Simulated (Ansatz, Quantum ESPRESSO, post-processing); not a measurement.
# Thickness dependence of 1T-SnO2, part 3 of 7

Wanted: polarisability and band edges of 1T-SnO2, layer by layer.

Quantum ESPRESSO 7.5; plane-wave DFT, LDA, GBRV ultrasoft pseudopotentials; geometry by Ansatz 0.2.0 with PAW datasets.

So far. Step 3 (Self-consistent run, 1 layer: no field): The run needed 13 iterations to bring the estimated error under 1e-09 Ry; the largest force on any atom, held or free, is 0.59 eV/Å. Step 6 (Electrostatic potential, 1 layer): The slope in the vacuum is 0.100 eV/Å for an applied 0.10 V/Å, as it should be.

## 7. Band structure, 1 layer: no field

The density is frozen and the levels are solved along a path.

Contents of n1.f0.bands.in:

```
&control
  prefix = 'n1.f0.bands'
  outdir = './out'
  pseudo_dir = './pseudo'
  calculation = 'bands'
  tefield = .true.
  dipfield = .true.
/
&system
  ibrav = 0
  nat = 3
  ntyp = 2
  ecutwfc = 40
  ecutrho = 200
  occupations = 'smearing'
  smearing = 'fd'
  degauss = 0.004
  edir = 3
  emaxpos = 0.97
  eopreg = 0.04
  eamp = 0.0
  nbnd = 17
/
&electrons
  conv_thr = 1e-07
  mixing_beta = 0.4
  electron_maxstep = 120
  mixing_mode = 'local-TF'
/
ATOMIC_SPECIES
  O   15.9990  o_lda_v1.2.uspp.F.UPF
  Sn  118.7100  sn_lda_v1.4.uspp.F.UPF
CELL_PARAMETERS angstrom
  3.22734294890711 0.00000000000000 -0.00000000000000
  -1.61367147445355 2.79496098047814 -0.00000000000000
  -0.00000000000000 -0.00000000000000 18.78885438200000
ATOMIC_POSITIONS crystal
  O   0.666666666667 0.333333333333 0.446160499621
  Sn  0.000000000000 0.000000000000 0.500000011533
  O   0.333333333333 0.666666666667 0.553839488846
K_POINTS crystal_b
4
  0.0000000000 0.0000000000 0.0000000000 12
  0.5000000000 0.0000000000 0.0000000000 12
  0.3333333333 0.3333333333 0.0000000000 12
  0.0000000000 0.0000000000 0.0000000000 1
```

Command:

```bash
$ cp -r out/n1.f0.save out/n1.f0.bands.save
$ cp out/n1.f0.xml out/n1.f0.bands.xml
$ OMP_NUM_THREADS=1 mpirun -n 4 pw.x -nk 4 -in n1.f0.bands.in > n1.f0.bands.out
```

The program printed:

```text
[banner, memory and clock lines left out]
Program PWSCF v.7.5 starts

          URL

     Presently no symmetry can be used with electric field

     Atomic positions and unit cell read from directory:
     ./out/n1.f0.bands.save/

     G-vector sticks info

     bravais-lattice index     =            0
     lattice parameter (alat)  =       6.0988  a.u.
     unit-cell volume          =    1143.7149 (a.u.)^3
     number of atoms/cell      =            3
     number of atomic types    =            2
     number of electrons       =        26.00
     number of Kohn-Sham states=           17
     kinetic-energy cutoff     =      40.0000  Ry
     charge density cutoff     =     200.0000  Ry
     Exchange-correlation=  SLA  PZ   NOGX NOGC
                           (   1   1   0   0   0   0   0)

     celldm(1)=   6.098794  celldm(2)=   0.000000  celldm(3)=   0.000000
     celldm(4)=   0.000000  celldm(5)=   0.000000  celldm(6)=   0.000000

     crystal axes: (cart. coord. in units of alat)
               a(1) = (   1.000000   0.000000  -0.000000 )
               a(2) = (  -0.500000   0.866025  -0.000000 )
               a(3) = (  -0.000000  -0.000000   5.821772 )

     reciprocal axes: (cart. coord. in units 2 pi/alat)
               b(1) = (  1.000000  0.577350  0.000000 )
               b(2) = (  0.000000  1.154701  0.000000 )
               b(3) = (  0.000000  0.000000  0.171769 )

     PseudoPot. # 1 for O  read from file:
     ./pseudo/o_lda_v1.2.uspp.F.UPF
     Pseudo is Ultrasoft + core correction, Zval =  6.0
     Generated by new atomic code, or converted to UPF format
     Using radial grid of  737 points,  5 beta functions with:
                l(1) =   0
                l(2) =   0
                l(3) =   1
                l(4) =   1
                l(5) =   2
     Q(r) pseudized with  8 coefficients,  rinner =    0.900   0.900   0.900
                                                       0.900   0.900

     PseudoPot. # 2 for Sn read from file:
     ./pseudo/sn_lda_v1.4.uspp.F.UPF
     Pseudo is Ultrasoft + core correction, Zval = 14.0
     Generated by new atomic code, or converted to UPF format
     Using radial grid of  891 points,  6 beta functions with:
                l(1) =   0
                l(2) =   0
                l(3) =   1
                l(4) =   1
                l(5) =   2
                l(6) =   2
     Q(r) pseudized with  8 coefficients,  rinner =    1.350   1.350   1.350
                                                       1.350   1.350

     atomic species   valence    mass     pseudopotential
     O                 6.00    15.99900     O ( 1.00)
     Sn               14.00   118.71000     Sn( 1.00)

     No symmetry found

   Cartesian axes

     site n.     atom                  positions (alat units)
         1        O      tau(   1) = (   0.5000000   0.2886751   2.5974446  )
         2        Sn     tau(   2) = (   0.0000000   0.0000000   2.9108860  )
         3        O      tau(   3) = (  -0.0000000   0.5773503   3.2243272  )

     number of k points=    37  Fermi-Dirac smearing, width (Ry)=  0.0040
                       cart. coord. in units 2pi/alat
        k(    1) = (   0.0000000   0.0000000   0.0000000), wk =   0.0540541
        k(    2) = (   0.0416667   0.0240563   0.0000000), wk =   0.0540541
        k(    3) = (   0.0833333   0.0481125   0.0000000), wk =   0.0540541
        k(    4) = (   0.1250000   0.0721688   0.0000000), wk =   0.0540541
        k(    5) = (   0.1666667   0.0962250   0.0000000), wk =   0.0540541
        k(    6) = (   0.2083333   0.1202813   0.0000000), wk =   0.0540541
        k(    7) = (   0.2500000   0.1443376   0.0000000), wk =   0.0540541
        k(    8) = (   0.2916667   0.1683938   0.0000000), wk =   0.0540541
        k(    9) = (   0.3333333   0.1924501   0.0000000), wk =   0.0540541
        k(   10) = (   0.3750000   0.2165064   0.0000000), wk =   0.0540541
        k(   11) = (   0.4166667   0.2405626   0.0000000), wk =   0.0540541
        k(   12) = (   0.4583333   0.2646189   0.0000000), wk =   0.0540541
        k(   13) = (   0.5000000   0.2886751   0.0000000), wk =   0.0540541
        k(   14) = (   0.4861111   0.3127314   0.0000000), wk =   0.0540541
        k(   15) = (   0.4722222   0.3367877   0.0000000), wk =   0.0540541
        k(   16) = (   0.4583333   0.3608439   0.0000000), wk =   0.0540541
        k(   17) = (   0.4444444   0.3849002   0.0000000), wk =   0.0540541
        k(   18) = (   0.4305556   0.4089564   0.0000000), wk =   0.0540541
        k(   19) = (   0.4166667   0.4330127   0.0000000), wk =   0.0540541
        k(   20) = (   0.4027778   0.4570690   0.0000000), wk =   0.0540541
        k(   21) = (   0.3888889   0.4811252   0.0000000), wk =   0.0540541
        k(   22) = (   0.3750000   0.5051815   0.0000000), wk =   0.0540541
        k(   23) = (   0.3611111   0.5292377   0.0000000), wk =   0.0540541
        k(   24) = (   0.3472222   0.5532940   0.0000000), wk =   0.0540541
        k(   25) = (   0.3333333   0.5773503   0.0000000), wk =   0.0540541
        k(   26) = (   0.3055556   0.5292377   0.0000000), wk =   0.0540541
        k(   27) = (   0.2777778   0.4811252   0.0000000), wk =   0.0540541
        k(   28) = (   0.2500000   0.4330127   0.0000000), wk =   0.0540541
        k(   29) = (   0.2222222   0.3849002   0.0000000), wk =   0.0540541
        k(   30) = (   0.1944444   0.3367877   0.0000000), wk =   0.0540541
        k(   31) = (   0.1666667   0.2886751   0.0000000), wk =   0.0540541
        k(   32) = (   0.1388889   0.2405626   0.0000000), wk =   0.0540541
        k(   33) = (   0.1111111   0.1924501   0.0000000), wk =   0.0540541
        k(   34) = (   0.0833333   0.1443376   0.0000000), wk =   0.0540541
        k(   35) = (   0.0555556   0.0962250   0.0000000), wk =   0.0540541
        k(   36) = (   0.0277778   0.0481125   0.0000000), wk =   0.0540541
        k(   37) = (   0.0000000   0.0000000   0.0000000), wk =   0.0540541

     Dense  grid:    54681 G-vectors     FFT dimensions: (  27,  27, 160)

     Smooth grid:    39203 G-vectors     FFT dimensions: (  25,  25, 144)

     The potential is recalculated from file :
     ./out/n1.f0.bands.save/charge-density

     negative rho (up, down):  2.396E-04 0.000E+00

     Adding external electric field

     Computed dipole along edir(3) :
        Dipole                0.0000 Ry au,          0.0000 Debye
        Dipole field          0.0000 Ry au,

        Potential amp.       -0.0000 Ry
        Total length         34.0856 bohr

     Starting wfcs are   17 randomized atomic wfcs

     Band Structure Calculation
     Davidson diagonalization with overlap

     ethr =  3.85E-10,  avg # of iterations = 48.9

[...]
-6.2876  -6.2431  -5.8412  -5.7014  -5.4760  -2.4137   0.6484   3.2461
     3.4381

          k = 0.0833 0.0481 0.0000 (  4869 PWs)   bands (ev):

   -24.7272 -24.6126 -24.5475 -24.3729 -24.3574 -22.4960 -20.6304  -8.6835
    -6.5555  -6.3819  -5.9701  -5.6388  -5.3635  -2.1568   0.8336   3.3298
     3.5397

          k = 0.1250 0.0722 0.0000 (  4871 PWs)   bands (ev):

   -24.7225 -24.6480 -24.5299 -24.3872 -24.3574 -22.4318 -20.5105  -8.8795
    -6.9018  -6.5643  -6.0851  -5.5758  -5.2855  -1.7917   1.1058   3.4594
     3.7094

          k = 0.1667 0.0962 0.0000 (  4859 PWs)   bands (ev):

   -24.7874 -24.6244 -24.5087 -24.4011 -24.3556 -22.3401 -20.3617  -9.1568
    -7.2678  -6.7694  -6.1819  -5.5228  -5.2304  -1.3746   1.4170   3.6083
     3.9468

          k = 0.2083 0.1203 0.0000 (  4863 PWs)   bands (ev):

   -24.8801 -24.5805 -24.4876 -24.4126 -24.3495 -22.2216 -20.1982  -9.4986
    -7.6297  -6.9837  -6.2477  -5.4814  -5.1891  -0.9530   1.7077   3.7270
     4.2470

          k = 0.2500 0.1443 0.0000 (  4873 PWs)   bands (ev):

   -24.9779 -24.5384 -24.4708 -24.4181 -24.3368 -22.0792 -20.0343  -9.8748
    -7.9775  -7.1954  -6.2780  -5.4503  -5.1584  -0.5669   1.9182   3.8379
     4.5719

          k = 0.2917 0.1684 0.0000 (  4879 PWs)   bands (ev):

   -25.0716 -24.5107 -24.4608 -24.4105 -24.3171 -21.9191 -19.8830 -10.2519
    -8.3026  -7.3943  -6.2776  -5.4276  -5.1375  -0.2510   2.0318   4.0382
     4.9327

          k = 0.3333 0.1925 0.0000 (  4890 PWs)   bands (ev):

   -25.1552 -24.5024 -24.4565 -24.3875 -24.2932 -21.7514 -19.7553 -10.5997
    -8.5943  -7.5708  -6.2560  -5.4116  -5.1260  -0.0285   2.0935   4.3320
     5.3444

          k = 0.3750 0.2165 0.0000 (  4886 PWs)   bands (ev):

   -25.2244 -24.5044 -24.4557 -24.3602 -24.2697 -21.5903 -19.6583 -10.8937
    -8.8400  -7.7169  -6.2239  -5.4007  -5.1225   0.1008   2.1487   4.6591
     5.7703

          k = 0.4167 0.2406 0.0000 (  4888 PWs)   bands (ev):

   -25.2758 -24.5087 -24.4563 -24.3375 -24.2503 -21.4536 -19.5940 -11.1156
    -9.0272  -7.8261  -6.1917  -5.3938  -5.1243   0.1606   2.2038   4.9538
     6.1482

          k = 0.4583 0.2646 0.0000 (  4904 PWs)   bands (ev):

   -25.3075 -24.5121 -24.4570 -24.3230 -24.2376 -21.3608 -19.5592 -11.2532
    -9.1446  -7.8935  -6.1682  -5.3899  -5.1277   0.1819   2.2447   5.1582
     6.3792

          k = 0.5000 0.2887 0.0000 (  4900 PWs)   bands (ev):

   -25.3182 -24.5134 -24.4574 -24.3181 -24.2332 -21.3278 -19.5485 -11.2998
    -9.1847  -7.9163  -6.1596  -5.3887  -5.1292   0.1866   2.2596   5.2313
     6.4408

          k = 0.4861 0.3127 0.0000 (  4904 PWs)   bands (ev):

   -25.3150 -24.5122 -24.4625 -24.3183 -24.2363 -21.3155 -19.5524 -11.3015
    -9.1770  -7.9320  -6.1768  -5.3913  -5.1248   0.2026   2.2893   5.2291
     6.4446

          k = 0.4722 0.3368 0.0000 (  4904 PWs)   bands (ev):

   -25.3055 -24.5088 -24.4778 -24.3191 -24.2448 -21.2793 -19.5644 -11.3068
    -9.1542  -7.9769  -6.2292  -5.3971  -5.1126   0.2495   2.3770   5.2225
     6.4551

          k = 0.4583 0.3608 0.0000 (  4890 PWs)   bands (ev):

   -25.2898 -24.5036 -24.5031 -24.3205 -24.2572 -21.2208 -19.5845 -11.3158
    -9.1167  -8.0455  -6.3174  -5.4011  -5.0955   0.3236   2.5180   5.2112
     6.4681

          k = 0.4444 0.3849 0.0000 (  4878 PWs)   bands (ev):

   -25.2684 -24.5394 -24.4952 -24.3223 -24.2716 -21.1426 -19.6131 -11.3288
    -9.0651  -8.1302  -6.4400  -5.3988  -5.0771   0.4188   2.7058   5.1949
     6.4700

          k = 0.4306 0.4090 0.0000 (  4892 PWs)   bands (ev):

   -25.2416 -24.5839 -24.4853 -24.3247 -24.2866 -21.0478 -19.6507 -11.3457
    -9.0007  -8.2223  -6.5919  -5.3878  -5.0608   0.5278   2.9323   5.1733
     6.4231

          k = 0.4167 0.4330 0.0000 (  4902 PWs)   bands (ev):

   -25.2099 -24.6351 -24.4735 -24.3276 -24.3016 -20.9397 -19.6976 -11.3664
    -8.9252  -8.3135  -6.7653  -5.3680  -5.0497   0.6421   3.1887   5.1462
     6.2958

          k = 0.4028 0.4571 0.0000 (  4898 PWs)   bands (ev):

   -25.1741 -24.6906 -24.4601 -24.3310 -24.3163 -20.8217 -19.7543 -11.3901
    -8.8410  -8.3963  -6.9508  -5.3405  -5.0456   0.7531   3.4661   5.1136
     6.1192

          k = 0.3889 0.4811 0.0000 (  4896 PWs)   bands (ev):

   -25.1349 -24.7481 -24.4453 -24.3349 -24.3305 -20.6972 -19.8214 -11.4155
    -8.7522  -8.4651  -7.1378  -5.3070  -5.0496   0.8529   3.7550   5.0765
     5.9254

          k = 0.3750 0.5052 0.0000 (  4914 PWs)   bands (ev):

   -25.0931 -24.8055 -24.4294 -24.3444 -24.3391 -20.5694 -19.8991 -11.4406
    -8.6650  -8.5157  -7.3139  -5.2692  -5.0621   0.9353   4.0440   5.0378
     5.7280

          k = 0.3611 0.5292 0.0000 (  4916 PWs)   bands (ev):

   -25.0494 -24.8609 -24.4128 -24.3577 -24.3436 -20.4415 -19.9877 -11.4627
    -8.5902  -8.5458  -7.4635  -5.2289  -5.0830   0.9956   4.3145   5.0084
     5.5325

          k = 0.3472 0.5533 0.0000 (  4920 PWs)   bands (ev):

   -25.0048 -24.9128 -24.3965 -24.3704 -24.3478 -20.3165 -20.0873 -11.4784
    -8.5545  -8.5439  -7.5663  -5.1879  -5.1118   1.0318   4.5217   5.0253
     5.3410

          k = 0.3333 0.5774 0.0000 (  4932 PWs)   bands (ev):

   -24.9600 -24.9600 -24.3824 -24.3824 -24.3500 -20.1974 -20.1974 -11.4844
    -8.5421  -8.5421  -7.6026  -5.1478  -5.1478   1.0437   4.5923   5.1542
     5.1542

          k = 0.3056 0.5292 0.0000 (  4918 PWs)   bands (ev):

   -25.0368 -24.8732 -24.4036 -24.3773 -24.3339 -20.4469 -19.9875 -11.4544
    -8.6539  -8.4591  -7.4839  -5.2370  -5.0762   1.0007   4.4532   4.7938
     5.5876

          k = 0.2778 0.4811 0.0000 (  4908 PWs)   bands (ev):

   -25.0860 -24.7948 -24.4203 -24.3888 -24.3071 -20.7276 -19.8317 -11.3521
    -8.7868  -8.3115  -7.2316  -5.3411  -5.0248   0.8853   4.1788   4.4512
     5.9734

          k = 0.2500 0.4330 0.0000 (  4904 PWs)   bands (ev):

   -25.1049 -24.7292 -24.4315 -24.4020 -24.2879 -21.0263 -19.7443 -11.1675
    -8.8399  -8.1177  -6.9424  -5.4491  -5.0009   0.7133   3.8274   4.1355
     6.2376

          k = 0.2222 0.3849 0.0000 (  4896 PWs)   bands (ev):

   -25.0931 -24.6799 -24.4369 -24.4138 -24.2819 -21.3271 -19.7323 -10.9012
    -8.7778  -7.8971  -6.6589  -5.5486  -5.0070   0.4870   3.4258   3.8715
     5.9234

          k = 0.1944 0.3368 0.0000 (  4886 PWs)   bands (ev):

   -25.0522 -24.6491 -24.4365 -24.4230 -24.2912 -21.6133 -19.7929 -10.5632
    -8.5939  -7.6687  -6.4060  -5.6277  -5.0394   0.1963   2.9971   3.6947
     5.3875

          k = 0.1667 0.2887 0.0000 (  4870 PWs)   bands (ev):

   -24.9860 -24.6371 -24.4312 -24.4311 -24.3135 -21.8705 -19.9147 -10.1721
    -8.2989  -7.4478  -6.2016  -5.6768  -5.0890  -0.1699   2.5564   3.6313
     4.8984

          k = 0.1389 0.2406 0.0000 (  4866 PWs)   bands (ev):

   -24.9006 -24.6417 -24.4464 -24.4214 -24.3387 -22.0883 -20.0792  -9.7548
    -7.9148  -7.2393  -6.0575  -5.6932  -5.1439  -0.6089   2.1123   3.6608
     4.5017

          k = 0.1111 0.1925 0.0000 (  4880 PWs)   bands (ev):

   -24.8048 -24.6594 -24.4762 -24.4085 -24.3535 -22.2618 -20.2640  -9.3478
    -7.4725  -7.0328  -5.9755  -5.6843  -5.1967  -1.0982   1.6745   3.6617
     4.1291

          k = 0.0833 0.1443 0.0000 (  4862 PWs)   bands (ev):

   -24.7104 -24.6871 -24.5121 -24.3934 -24.3577 -22.3909 -20.4447  -8.9950
    -7.0112  -6.8063  -5.9412  -5.6682  -5.2530  -1.5982   1.2627   3.5269
     3.8115

          k = 0.0556 0.0962 0.0000 (  4859 PWs)   bands (ev):

   -24.7185 -24.6315 -24.5408 -24.3771 -24.3577 -22.4789 -20.5973  -8.7347
    -6.5838  -6.5506  -5.9214  -5.6678  -5.3322  -2.0522   0.9119   3.3657
     3.5849

          k = 0.0278 0.0481 0.0000 (  4863 PWs)   bands (ev):

   -24.7435 -24.5803 -24.5576 -24.3627 -24.3570 -22.5296 -20.6997  -8.5826
    -6.3050  -6.2790  -5.8530  -5.6995  -5.4555  -2.3834   0.6699   3.2556
     3.4493

          k = 0.0000 0.0000 0.0000 (  4895 PWs)   bands (ev):

   -24.7530 -24.5630 -24.5630 -24.3567 -24.3567 -22.5461 -20.7358  -8.5336
    -6.1864  -6.1864  -5.7319  -5.7319  -5.5799  -2.5076   0.5827   3.2175
     3.4042

     XML data file, pseudopotentials, collected wavefunctions

                                        0.00s GPU  (     604 calls)
```

Elapsed: 8.7 s, on 4 MPI ranks of Arm Neoverse V2, shared host; peak memory 0.27 GiB.

This step gave:

```
dipole along the normal              : 0 e·Å
valence top, on the run's zero       : -5.001 eV
conduction bottom, on the run's zero : -2.508 eV
```

Band numbers count within the set of bands kept for display. Electronic bands along the path, in eV, zero at the highest filled level of the SCF mesh; v1 is the highest filled band, c1 the lowest empty one:

| point | v4 | v3 | v2 | v1 | c1 | c2 |
| --- | --- | --- | --- | --- | --- | --- |
| Γ | -1.19 | -0.73 | -0.73 | -0.58 | 2.49 | 5.58 |
| M | -2.92 | -1.16 | -0.39 | -0.13 | 5.19 | 7.26 |
| K | -3.54 | -2.60 | -0.15 | -0.15 | 6.04 | 9.59 |
| Γ | -1.19 | -0.73 | -0.73 | -0.58 | 2.49 | 5.58 |

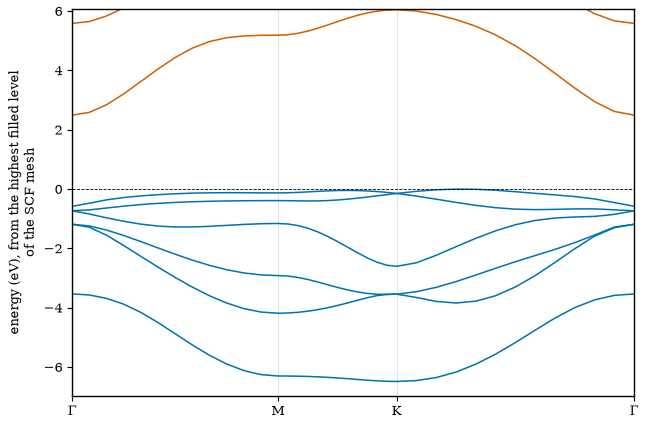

Electronic bands along the path; lines of filled and empty bands in two colours.

Along this path the valence top lies between K and Γ and the conduction bottom at Γ.

## 8. Polarisability from the dipole between 0 and 0.1 V/A, 1 layer

Numbers from this step:

* change of slope in the vacuum: 0.10000 eV/Å
* polarisability a cell: 2.150 Å³
* sheet polarisability 4πα/A: 2.995 Å

The change of the potential energy, second field less first by z:

| z (Å) | change of the potential energy, second field less first (eV) |
| --- | --- |
| 0 | -0.395 |
| 1 | -0.689 |
| 2 | -0.589 |
| 3 | -0.489 |
| 4 | -0.389 |
| 5 | -0.289 |
| 6 | -0.190 |
| 7 | -0.0944 |
| 8 | -0.0286 |
| 9 | -0.00533 |
| 10 | 0.00801 |
| 11 | 0.0381 |
| 12 | 0.114 |
| 13 | 0.212 |
| 14 | 0.311 |
| 15 | 0.411 |
| 16 | 0.511 |
| 17 | 0.611 |
| 18 | 0.711 |

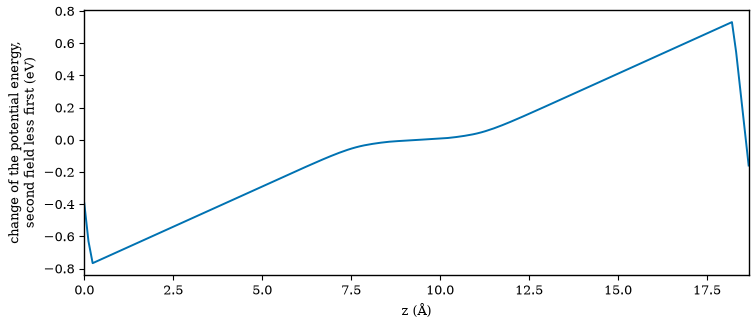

Change of the potential energy, second field less first, plotted against z.

(Part 3 of 7 ends here.)

[Logs are printed without paths, hosts, clocks, repeated set-up lines and the standing remarks that a program may print on its own settings, such as how far it seeks lower states.]

[Hosts, paths, dates, database ids (printed as entryN), source tags and the programs' standing remarks are cut or masked in the printed files.]

[Maps of the electrostatic potential energy from Ansatz leave out the sawtooth potential of an applied field or a dipole correction, so their vacuum need not be flat; planar profiles and work functions include it.]
